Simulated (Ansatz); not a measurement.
A series of calculations on C3H10FNSi

**1. Relaxation**

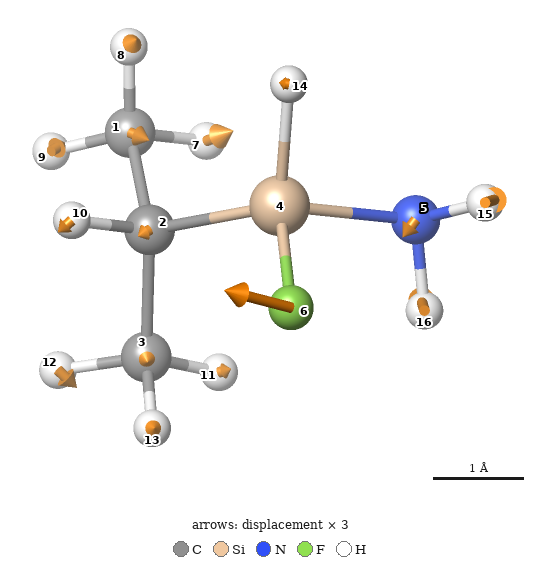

This is a relaxation of C3H10FNSi. The starting structure is drawn; orange arrows show the displacements, 3 times their true length. The two geometries are superimposed by the best rigid fit.

A ball-and-stick model, seen at a tilt.

The run prepares an end point of a later path (torsion) calculation, from a guessed geometry.

Level of theory: Ansatz, RKS PBE0-D4/cc-pVDZ. Settings: no spin polarisation; force threshold 0.015 eV/Å; at most 40 steps.

> Describe the change and its energy.

F6 moves most after the best rigid fit: 0.31 Å. Largest moves by element: F 0.31 Å, H 0.27 Å, C 0.09 Å, N 0.08 Å, Si 0.02 Å. Among the contacts that change: Si4–F6 1.594 → 1.662 Å, C1–H8 1.036 → 1.102 Å, C3–H11 1.059 → 1.103 Å, C2–Si4 1.837 → 1.880 Å. Among the angles between lasting bonds that change: Si4–N5–H16 105.7° → 117.7°, Si4–N5–H15 107.2° → 117.5°, N5–Si4–F6 103.0° → 112.8°. Over 8 accepted moves (11 points after the start) the energy falls by 0.557 eV. The largest force component goes from 3.1 to 0.0041 eV/Å. The line search rejected the trial steps at points 3, 5, 6 of the run.

**2. Relaxation**

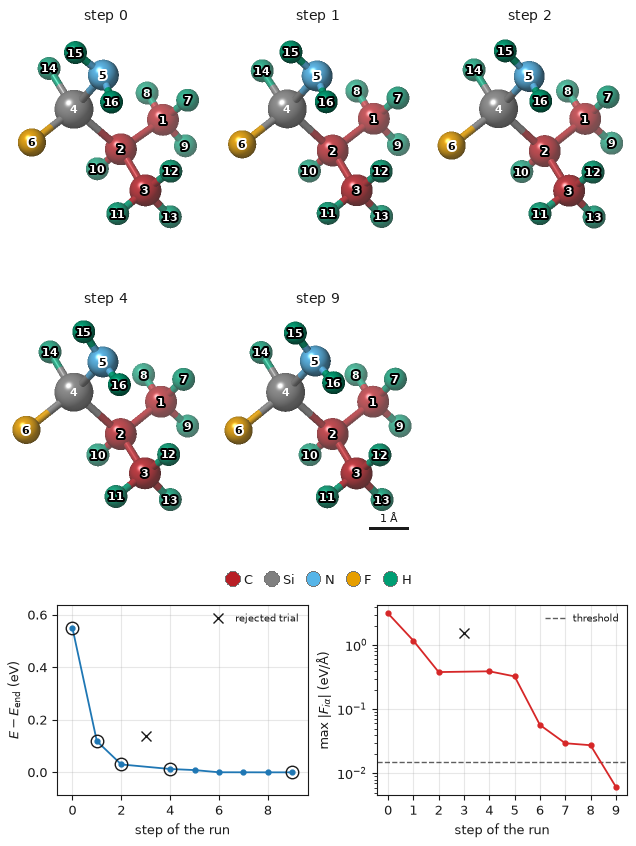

Frames of a relaxation of C$_{3}$H$_{10}$FNSi, marked on the history of the run. The picture is a ball-and-stick view, seen from a free direction.

The run prepares an end point of a later path (torsion) calculation, from a guessed geometry.

Computed with Ansatz, RKS PBE0-D4/cc-pVDZ.

The input:
```yaml
crystal:
  periodic: [false, false, false]
  atoms:
    - { symbol: C, position_ang: [0.6353, -1.5099, -0.8089] }
    - { symbol: C, position_ang: [0.7564, -0.1605, -0.0363] }
    - { symbol: C, position_ang: [0.7914, 1.0247, -1.0278] }
    - { symbol: Si, position_ang: [-0.4415, 0.0783, 1.3363] }
    - { symbol: "N", position_ang: [-2.0906, 0.2171, 0.7122] }
    - { symbol: F, position_ang: [-0.2257, 1.4668, 2.088] }
    - { symbol: H, position_ang: [-0.3358, -1.4824, -1.3642] }
    - { symbol: H, position_ang: [0.6461, -2.3186, -0.162] }
    - { symbol: H, position_ang: [1.3996, -1.5715, -1.5073] }
    - { symbol: H, position_ang: [1.7357, -0.2097, 0.4925] }
    - { symbol: H, position_ang: [0.97356, 1.94828, -0.54281] }
    - { symbol: H, position_ang: [-0.1634, 1.04276, -1.60241] }
    - { symbol: H, position_ang: [1.60354, 0.90626, -1.7812] }
    - { symbol: H, position_ang: [-0.5345, -1.0358, 2.3259] }
    - { symbol: H, position_ang: [-2.7185, 0.3196, 1.5288] }
    - { symbol: H, position_ang: [-2.1374, 1.1423, 0.2476] }
basis:
  gaussian: { orbitals: cc-pVDZ }
hamiltonian:
  xc: pbe0
  dispersion: d4
relax:
  f_tol: 0.015
  max_steps: 40
```

Run as
```bash
ansatz run input.yaml --threads 2 --pin off --max-ram 3072MiB --backend cpu --events-out ev --progress --plain --runs-dir out
```

**What happens along the run?**

The atom that moves furthest after the best rigid fit is F6 (0.31 Å). By element the largest moves are F 0.31 Å, H 0.27 Å, C 0.09 Å, N 0.08 Å, Si 0.01 Å. Near-neighbour distances that change, for instance: Si4–F6 1.594 → 1.662 Å, C1–H8 1.036 → 1.102 Å, C2–Si4 1.837 → 1.880 Å, C3–H11 1.059 → 1.101 Å. Among the angles between lasting bonds that change: Si4–N5–H16 105.7° → 117.7°, Si4–N5–H15 107.2° → 117.5°, N5–Si4–F6 103.0° → 112.8°. After 8 accepted moves (9 points after the start) the energy has fallen by 0.550 eV. Largest force component: 3.1 eV/Å at the start, 0.0062 eV/Å at the end. The line search rejected the trial step at point 3 of the run. Cost: 46 s on 2 threads of Intel(R) Xeon(R) Platinum 8488C (Sapphire Rapids), with other jobs on the host, peak memory 0.41 GiB. From step 0 to 1: F6 moves most (0.13 Å), energy −0.432 eV. From step 1 to 2: F6 moves most (0.10 Å), energy −0.089 eV. From step 2 to 4: N5 moves most (0.09 Å), energy −0.017 eV. From step 4 to 9: H16 moves most (0.08 Å), energy −0.013 eV.

**3. Path**

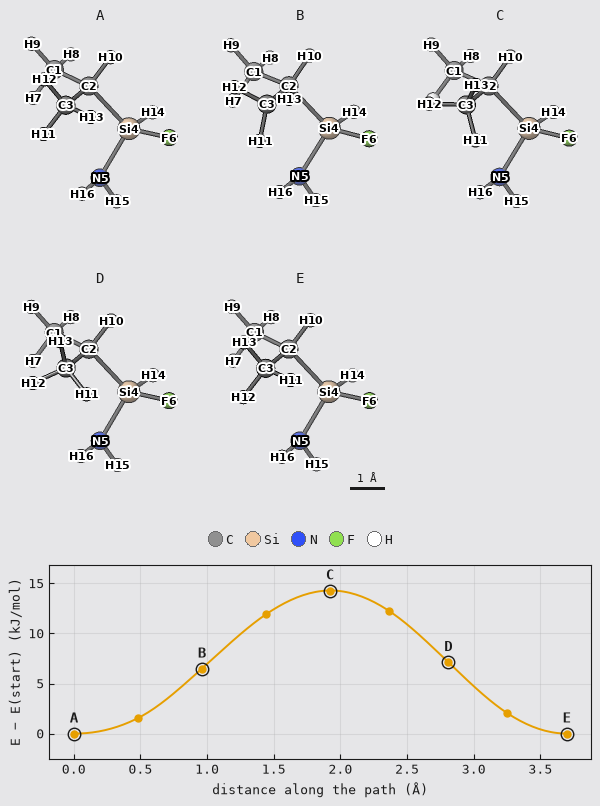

A search for the minimum-energy path of C3H10FNSi by the nudged elastic band. Images are numbered from 0 (start) to 8 (end). Frames A to E are images 0, 2, 4, 6, 8. A ball-and-stick model, seen from a free direction.

These are results of RKS PBE0-D4/cc-pVDZ in Ansatz 0.2.0, not measurements. Settings: 7 movable images; climbing image; force threshold 0.05 eV/Å; iteration limit 41; starting path through a guess of the saddle point.

**Read off the barrier and say what moves.**

The motion is a rotation about the C2–C3 bond by about 120°. No bond forms or breaks between the ends. Bond angles that change up to the highest image, for instance: C2–C3–H11 111.3° → 113.9°. The two ends have the same energy, and the highest point, image 4, lies 14.3 kJ/mol above the start. The band converged in 7 iterations. The largest component of the band force went from 6.3 to 0.032 eV/Å. The climbing image converged on the top of the path. Its vibrational analysis gives one imaginary mode (237i cm⁻¹), as a transition state must have.

The run took 3.8 min on 2 threads of Intel(R) Xeon(R) Platinum 8488C (Sapphire Rapids) (shared host), peak memory 0.42 GiB.
